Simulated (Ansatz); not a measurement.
Consider HfTi3N4.

Input

```
crystal:
  lattice:
    - [4.3418551, 0.0, 0.0]
    - [0.0, 4.3418551, 0.0]
    - [0.0, 0.0, 4.3418551]
  atoms:
    - { symbol: Hf, position: [0.0, 0.0, 0.0] }
    - { symbol: Ti, position: [0.5, 0.0, 0.5] }
    - { symbol: Ti, position: [0.0, 0.5, 0.5] }
    - { symbol: Ti, position: [0.5, 0.5, 0.0] }
    - { symbol: "N", position: [0.5, 0.5, 0.5] }
    - { symbol: "N", position: [0.0, 0.5, 0.0] }
    - { symbol: "N", position: [0.5, 0.0, 0.0] }
    - { symbol: "N", position: [0.0, 0.0, 0.5] }
basis:
  ecutwfc: 420
kpoints:
  mp_grid: { grid: [10, 10, 10] }
hamiltonian:
  xc: pbe
scf:
  occupations: { method: fermi_dirac, width: 0.15 }
output:
  forces: true
  stress: true
  eigenvalues: true
  write_density: true
  write_potential: true
  elf: true
  volumetric_format: npy
relax:
  adjacent_minimum: "off"
  f_tol: 0.001
  max_steps: 60
  cell: { stress_tol: 0.01 }
```

Command:

```sh
ansatz run input.yaml --threads 4 --pin off --max-ram 8192MiB --backend cpu --events-out ev --progress --plain --runs-dir out
```

Below, planes, directions and counts refer to the conventional cell (a = 4.34 Å, b = 4.34 Å, c = 4.34 Å, α = 90.00°, β = 90.00°, γ = 90.00°).

Space group Pm-3m; a structure generated by program, which may or may not match a known phase; computed without spin polarisation.

Method: DFT PBE, scalar-relativistic, plane waves, PAW in Ansatz 0.2.0.

### Predict the valence pseudo-density and electron localisation function between the atoms.

Hf–N (2.17 Å): ρ at the midpoint is about 0.64 e/Å³; the ELF peaks at about 0.85 in the valence shell of N, 0.6 Å from its nucleus, and drops to about 0.15 between the two atoms (no shared electron pair shows on this line).
Ti–N (2.17 Å): ρ is about 0.45 e/Å³ halfway; the ELF peaks at about 0.80 in the valence shell of N, 0.7 Å from its nucleus, and is about 0.20 at the midpoint: no localised pair shows between them.
Hf–Ti (3.07 Å): ρ is about 0.2 e/Å³ halfway; the ELF is about 0.15 at the midpoint: no localised pair shows between them.

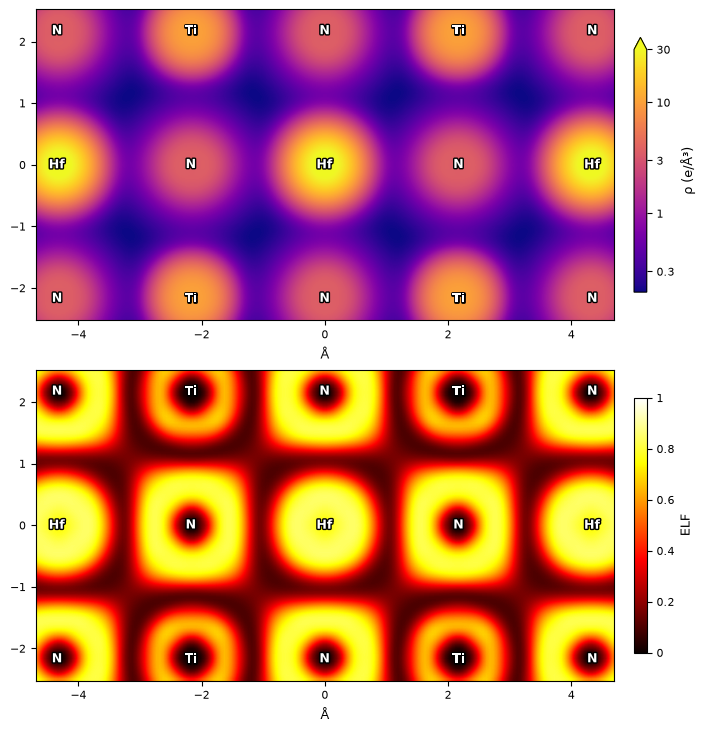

Computed valence pseudo-density and electron localisation function on the (100) plane of the conventional cell, in this order. 

Core electrons are frozen (PAW), and the valence fields are smoothed inside the atomic spheres.
